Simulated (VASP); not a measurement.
Band structure of CuCl (space group F-43m). Computed with PBEsol GGA, VASP's PBE PAW potentials (set 64) (plane waves; VASP).

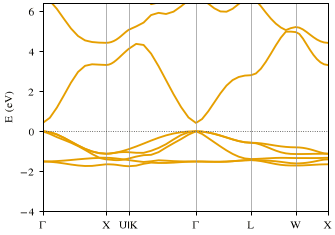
Fig. 1. Bands along high-symmetry lines, zero at the valence-band maximum or, without a gap, the Fermi level

Problem. Read the plot: is there a gap, and where are the band edges?

Solution. The gap is direct, 0.42 eV, from the valence maximum at Γ to the conduction minimum at Γ.

The structure is a typed CuCl crystal. The cell was not relaxed at this level.
